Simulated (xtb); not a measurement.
Frequency calculation of C$_{2}$H$_{6}$GeS

C$_{2}$H$_{6}$GeS, SMILES C1[CH2][GeH2][S]1, computed with GFN1-xTB (xtb 6.7.1 later snapshot).

The geometry was optimised with GFN1-xTB.

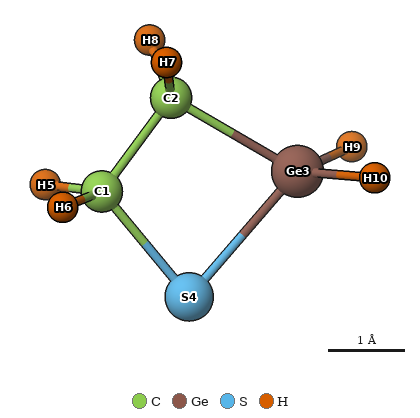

Fig. 1: The structure (ball-and-stick view, seen at a tilt; atoms are numbered from 1 in the order of the input). Sticks mark near contacts. Bond lengths as drawn: C–C 1.54 Å, C–Ge 1.97 Å, C–H 1.09 Å, C–S 1.85 Å, Ge–H 1.49 Å and Ge–S 2.19 Å.

Input file (coord)
```
$coord
     -1.903143180111      1.355519446455     -0.450132762886  c
      0.779474231886      0.593222825043     -1.269952647532  c
      1.305933032945     -1.852120574746      1.476820966395  ge
     -2.521329287259     -0.577783762604      2.390144499688  s
     -3.314107191062      0.943351281413     -1.885833288809  h
     -2.044626975061      3.348783665449      0.028270302824  h
      2.056456660602      2.221297470453     -1.277719421904  h
      0.786333937718     -0.197211818366     -3.182204307564  h
      1.567319950503     -4.567732604878      0.781307266227  h
      3.287688819840     -1.267344825480      3.389318290823  h
$end
```

File input.inp
```
$hess
   sccacc=10
$end
```

Hardware: 1 thread of Arm Neoverse N1, 16 GiB of memory available, shared host.

Launch command:
```bash
xtb coord --hess --gfn 1 --uhf 0 -I input.inp | tee run.log
```

What the program printed
```
* xtb version 6.7.1
   ID    Z sym.   atoms
    1    6 c      1, 2
    2   32 ge     3
    3   16 s      4
    4    1 h      5-10

           -------------------------------------------------
          |                Calculation Setup                |
           -------------------------------------------------

          program call               : xtb coord --hess --gfn 1 --uhf 0 -I input.inp
          coordinate file            : coord
          omp threads                :                     1

           -------------------------------------------------
          |                 G F N 1 - x T B                 |
           -------------------------------------------------

      * Hamiltonian:
        H0-scaling (s, p, d)           1.850000    2.250000    2.000000
        zeta-weighting                 0.000000
      * Dispersion:
        s8                             2.400000
        a1                             0.630000
        a2                             5.000000
        s9                             0.000000
      * Repulsion:
        kExp                           1.500000
        rExp                           1.000000
      * Coulomb:
        alpha                          2.000000
        third order                    atomic
        anisotropic                    false
      * Halogen bond correction:
        rad-scale                      1.300000
        damping                        0.440000

          ...................................................
          :                      SETUP                      :
          :.................................................:
          :  # basis functions                  40          :
          :  # atomic orbitals                  38          :
          :  # shells                           22          :
          :  # electrons                        24          :
          :  # halogen bonds                     0          :
          :  max. iterations                   250          :
          :  Hamiltonian                  GFN1-xTB          :
          :  restarted?                      false          :
          :  GBSA solvation                  false          :
          :  PC potential                    false          :
          :  electronic temp.          300.0000000     K    :
          :  accuracy                    1.0000000          :
          :  -> integral cutoff          0.2500000E+02      :
          :  -> integral neglect         0.1000000E-07      :
          :  -> SCF convergence          0.1000000E-05 Eh   :
          :  -> wf. convergence          0.2000000E-04 e    :
          :  Broyden damping             0.4000000          :
          :  net charge                          0          :
          :  unpaired electrons                  0          :
          ...................................................

 iter      E             dE          RMSdq      gap      omega  full diag
   1    -12.8883506 -0.128884E+02  0.676E+00    5.39       0.0  T
   2    -12.9172080 -0.288574E-01  0.406E+00    4.88       1.0  T
   3    -12.7702600  0.146948E+00  0.285E+00    5.33       1.0  T
   4    -12.9438823 -0.173622E+00  0.541E-01    5.25       1.0  T
   5    -12.9462046 -0.232236E-02  0.130E-01    5.21       1.0  T
   6    -12.9468178 -0.613141E-03  0.377E-02    5.23       1.0  T
   7    -12.9468239 -0.613409E-05  0.147E-02    5.23       2.2  T
   8    -12.9468190  0.490569E-05  0.198E-02    5.23       1.6  T
   9    -12.9468273 -0.825723E-05  0.216E-03    5.23      14.6  T
  10    -12.9468273 -0.811249E-07  0.772E-04    5.23      41.0  T
  11    -12.9468274 -0.116730E-07  0.589E-05    5.23     536.9  T
  12    -12.9468274 -0.502034E-10  0.107E-05    5.23    2953.0  T

   *** convergence criteria satisfied after 12 iterations ***

         #    Occupation            Energy/Eh            Energy/eV
      -------------------------------------------------------------
         1        2.0000           -0.8628213             -23.4786
       ...           ...                  ...                  ...
         6        2.0000           -0.5320816             -14.4787
         7        2.0000           -0.5003737             -13.6159
         8        2.0000           -0.4976857             -13.5427
         9        2.0000           -0.4769302             -12.9779
        10        2.0000           -0.4505003             -12.2587
        11        2.0000           -0.4288174             -11.6687
        12        2.0000           -0.4188624             -11.3978 (HOMO)
        13                         -0.2266473              -6.1674 (LUMO)
        14                         -0.1886839              -5.1343
        15                         -0.1820762              -4.9545
        16                         -0.1732584              -4.7146
        17                         -0.1526774              -4.1546
       ...                                ...                  ...
        38                          0.5268393              14.3360
      -------------------------------------------------------------
                  HL-Gap            0.1922151 Eh            5.2304 eV
             Fermi-level           -0.3227548 Eh           -8.7826 eV

 SCC (total)                   0 d,  0 h,  0 min,  0.013 sec
 SCC setup                      ...        0 min,  0.000 sec (  0.767%)
 Dispersion                     ...        0 min,  0.000 sec (  0.309%)
 classical contributions        ...        0 min,  0.000 sec (  0.074%)
 integral evaluation            ...        0 min,  0.003 sec ( 20.947%)
 iterations                     ...        0 min,  0.004 sec ( 34.919%)
 molecular gradient             ...        0 min,  0.005 sec ( 41.475%)
 printout                       ...        0 min,  0.000 sec (  1.401%)

         :::::::::::::::::::::::::::::::::::::::::::::::::::::
         ::                     SUMMARY                     ::
         :::::::::::::::::::::::::::::::::::::::::::::::::::::
         :: total energy             -12.836018826215 Eh    ::
         :: gradient norm              0.000056457230 Eh/a0 ::
         :: HOMO-LUMO gap              5.230440422411 eV    ::
         ::.................................................::
         :: SCC energy               -12.946827359006 Eh    ::
         :: -> electrostatic           0.014842920305 Eh    ::
         :: repulsion energy           0.114438604080 Eh    ::
         :: dispersion energy         -0.003630071289 Eh    ::
         :: halogen bond corr.         0.000000000000 Eh    ::
         :: add. restraining           0.000000000000 Eh    ::
         :: total charge              -0.000000000000 e     ::
         :::::::::::::::::::::::::::::::::::::::::::::::::::::

           -------------------------------------------------
          |                Numerical Hessian                |
           -------------------------------------------------
step length          :   0.00500
SCC accuracy         :  10.00000
Hessian scale factor :   1.00000
frozen atoms in %    :   0.00000    0
RMS gradient         :   0.00006
estimated CPU  time      0.01 min

writing file <hessian>, containing the non-mass-weighted Hessian matrix in atomic units (Eₕ/Bohr²).

 projected vibrational frequencies (cm⁻¹)
eigval :       -0.00    -0.00    -0.00    -0.00     0.00     0.00
eigval :       63.60   358.55   412.88   463.26   546.20   629.54
eigval :      652.36   697.20   746.33   836.65   857.23   999.01
eigval :     1040.81  1143.31  1188.16  1227.19  1407.55  1463.24
eigval :     2149.30  2166.83  2955.80  2977.55  3061.87  3079.74
           -------------------------------------------------
          |                Property Printout                |
           -------------------------------------------------

    * Orbital Energies and Occupations

         #    Occupation            Energy/Eh            Energy/eV
      -------------------------------------------------------------
         1        2.0000           -0.8628212             -23.4786
         2        2.0000           -0.6534472             -17.7812
         3        2.0000           -0.6337469             -17.2451
         4        2.0000           -0.5983326             -16.2815
         5        2.0000           -0.5577077             -15.1760
         6        2.0000           -0.5320815             -14.4787
         7        2.0000           -0.5003737             -13.6159
         8        2.0000           -0.4976857             -13.5427
         9        2.0000           -0.4769302             -12.9779
        10        2.0000           -0.4505003             -12.2587
        11        2.0000           -0.4288174             -11.6687
        12        2.0000           -0.4188624             -11.3978 (HOMO)
        13                         -0.2266473              -6.1674 (LUMO)
        14                         -0.1886840              -5.1344
        15                         -0.1820764              -4.9546
        16                         -0.1732586              -4.7146
        17                         -0.1526774              -4.1546
        18                         -0.1341373              -3.6501
        19                         -0.1123774              -3.0579
        20                         -0.0879132              -2.3922
        21                         -0.0791233              -2.1531
        22                         -0.0749143              -2.0385
        23                         -0.0624179              -1.6985
       ...                                ...                  ...
        38                          0.5268392              14.3360
      -------------------------------------------------------------
                  HL-Gap            0.1922151 Eh            5.2304 eV
             Fermi-level           -0.3227548 Eh           -8.7826 eV

  Mulliken/CM5 charges         n(s)   n(p)   n(d)
     1      0.02653 -0.06361   1.039  2.934  0.000
     2     -0.13732 -0.22679   1.070  3.067  0.000
     3      0.17837  0.02523   1.375  2.003  0.444
     4     -0.11887 -0.14229   1.942  4.187 -0.010
     5      0.02761  0.08374   0.972  0.000  0.000
     6      0.02760  0.08373   0.972  0.000  0.000
     7      0.04158  0.09620   0.958  0.000  0.000
     8      0.04160  0.09624   0.958  0.000  0.000
     9     -0.04354  0.02380   1.044  0.000  0.000
    10     -0.04357  0.02376   1.044  0.000  0.000

Wiberg/Mayer (AO) data.
largest (>0.10) Wiberg bond orders for each atom

 ---------------------------------------------------------------------------
     #   Z sym  total        # sym  WBO       # sym  WBO       # sym  WBO
 ---------------------------------------------------------------------------
     1   6      3.977 --     2      1.018     6      0.993     5      0.993
                             4      0.950
     2   6      3.977 --     1      1.018     3      0.967     7      0.954
                             8      0.954
     3  32      4.198 --     4      1.341     2      0.967    10      0.906
                             9      0.906
     4  16      2.392 --     3      1.341     1      0.950
     5   1      1.017 --     1      0.993
     6   1      1.017 --     1      0.993
     7   1      1.003 --     2      0.954
     8   1      1.003 --     2      0.954
     9   1      1.000 --     3      0.906
    10   1      1.000 --     3      0.906
 ---------------------------------------------------------------------------

Topologies differ in total number of bonds
Writing topology from bond orders to xtbtopo.mol

 dipole moment from electron density (au)
     X       Y       Z
   0.2191   0.3883  -0.6339  total (Debye):    1.970

           -------------------------------------------------
          |               Frequency Printout                |
           -------------------------------------------------
 projected vibrational frequencies (cm⁻¹)
eigval :       -0.00    -0.00    -0.00    -0.00     0.00     0.00
eigval :       63.60   358.55   412.88   463.26   546.20   629.54
eigval :      652.36   697.20   746.33   836.65   857.23   999.01
Molecule has the following symmetry elements: (sigma)
It seems to be the Cs point group
eigval :     1040.81  1143.31  1188.16  1227.19  1407.55  1463.24
eigval :     2149.30  2166.83  2955.80  2977.55  3061.87  3079.74
 reduced masses (amu)
    1:      6.00    2:      6.06    3:      6.51    4:      5.68    5:     12.47    6:     11.34
    7:      1.89    8:      9.35    9:      1.04   10:     16.96   11:      1.07   12:      1.37
   13:      2.42   14:      1.22   15:      4.28   16:      1.24   17:      1.02   18:      2.29
   19:      1.06   20:      1.57   21:      1.18   22:      1.33   23:      1.10   24:      1.10
   25:      1.02   26:      1.02   27:      1.05   28:      1.10   29:      1.05   30:      1.11
 IR intensities (km·mol⁻¹)
    1:      0.69    2:      0.42    3:      0.91    4:      0.99    5:      0.11    6:      0.97
    7:      0.54    8:     11.36    9:     28.70   10:     59.34   11:     42.13   12:    197.60
   13:      7.61   14:     65.57   15:      2.20   16:      9.40   17:    222.54   18:      2.53
   19:     10.50   20:      8.18   21:      1.19   22:      4.46   23:     13.61   24:      2.67
   25:    548.38   26:    248.65   27:     72.59   28:     30.89   29:     37.18   30:     22.01
 Raman intensities (Ä⁴*amu⁻¹)
    1:      0.00    2:      0.00    3:      0.00    4:      0.00    5:      0.00    6:      0.00
    7:      0.00    8:      0.00    9:      0.00   10:      0.00   11:      0.00   12:      0.00
   13:      0.00   14:      0.00   15:      0.00   16:      0.00   17:      0.00   18:      0.00
   19:      0.00   20:      0.00   21:      0.00   22:      0.00   23:      0.00   24:      0.00
   25:      0.00   26:      0.00   27:      0.00   28:      0.00   29:      0.00   30:      0.00
 output can be read by thermo (or use thermo option).
 writing <g98.out> molden fake output.
 recommended (thermochemical) frequency scaling factor: 1.0
           -------------------------------------------------
          |             Thermodynamic Functions             |
           -------------------------------------------------

cs  symmetry found (for desy threshold:  0.10E+00) used in thermo

          ...................................................
          :                      SETUP                      :
          :.................................................:
          :  # frequencies                          24      :
          :  # imaginary freq.                       0      :
          :  linear?                             false      :
          :  only rotor calc.                    false      :
          :  symmetry                               cs      :
          :  rotational number                       1      :
          :  scaling factor                  1.0000000      :
          :  rotor cutoff                   50.0000000 cm⁻¹ :
          :  imag. cutoff                  -20.0000000 cm⁻¹ :
          :.................................................:

    mode    ω/cm⁻¹     T·S(HO)/kcal·mol⁻¹    T·S(FR)/kcal·mol⁻¹   T·S(vib)
   ------------------------------------------------------------------------
       1     63.60    -1.29461 ( 72.36%)    -0.98474 ( 27.64%)    -1.20897
   ------------------------------------------------------------------------

   temp. (K)  partition function   enthalpy   heat capacity  entropy
                                   cal/mol     cal/K/mol   cal/K/mol   J/K/mol
 298.15  VIB   7.97                 1665.953     13.365      9.427
         ROT  0.128E+06              888.727      2.981     26.350
         INT  0.102E+07             2554.680     16.346     35.777
         TR   0.479E+26             1481.212      4.968     40.607
         TOT                        4035.8923    21.3137    76.3841   319.5909

       T/K    H(0)-H(T)+PV         H(T)/Eh          T*S/Eh         G(T)/Eh
   ------------------------------------------------------------------------
    298.15    0.643160E-02    0.773377E-01    0.362925E-01    0.410451E-01
   ------------------------------------------------------------------------

         :::::::::::::::::::::::::::::::::::::::::::::::::::::
         ::                  THERMODYNAMIC                  ::
         :::::::::::::::::::::::::::::::::::::::::::::::::::::
         :: total free energy         -12.794973691124 Eh   ::
         ::.................................................::
         :: total energy              -12.836018826218 Eh   ::
         :: zero point energy           0.070906064872 Eh   ::
         :: G(RRHO) w/o ZPVE           -0.029860929779 Eh   ::
         :: G(RRHO) contrib.            0.041045135093 Eh   ::
         :::::::::::::::::::::::::::::::::::::::::::::::::::::

           -------------------------------------------------
          | TOTAL ENERGY              -12.836018826218 Eh   |
          | TOTAL ENTHALPY            -12.758681157509 Eh   |
          | TOTAL FREE ENERGY         -12.794973691124 Eh   |
          | GRADIENT NORM               0.000056393940 Eh/α |
          | HOMO-LUMO GAP               5.230438038926 eV   |
           -------------------------------------------------

------------------------------------------------------------------------
------------------------------------------------------------------------
 total:
 *  cpu-time:     0 d,  0 h,  0 min,  0.560 sec
 * ratio c/w:     1.000 speedup
 SCF:
 *  cpu-time:     0 d,  0 h,  0 min,  0.013 sec
 * ratio c/w:     1.000 speedup
 analytical hessian:
 *  cpu-time:     0 d,  0 h,  0 min,  0.538 sec
 * ratio c/w:     1.000 speedup
```

Standard error
```
normal termination of xtb
```

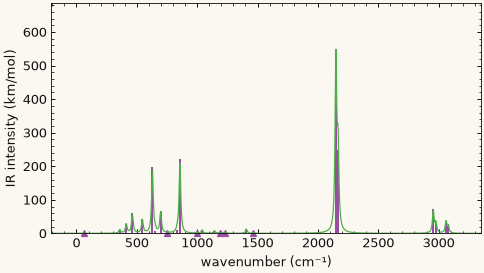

Fig. 2: Harmonic infrared spectrum, unscaled: sticks (degenerate modes added up, dark ones marked on the axis) with a Lorentzian envelope of 16 cm⁻¹ full width, scaled to the tallest stick. 24 modes from 64 to 3080 cm⁻¹, none imaginary. The strongest line is at 2149 cm⁻¹ (548 km/mol).

Key numbers

```csv
quantity,value
outcome,converged
electrons treated,24
total energy,−12.836019 hartree
dispersion energy,−0.003630 hartree
basis functions,40
HOMO,−11.40 eV
LUMO,−6.17 eV
zero-point energy,0.070906 hartree
dipole moment,1.97 D
"wavenumbers, lowest and highest",64 and 3080 cm⁻¹
wall time,0.57 s
peak memory,0.073 GiB
```

Notes

Settings chosen away from the usual ones: method = gfn1-xtb; task = frequencies; x = {"hess_scc_accuracy": 10}; geo = {"prev": "A"}. These settings are looser than, or depart from, a standard set-up, so the numbers are not reference values for this system.
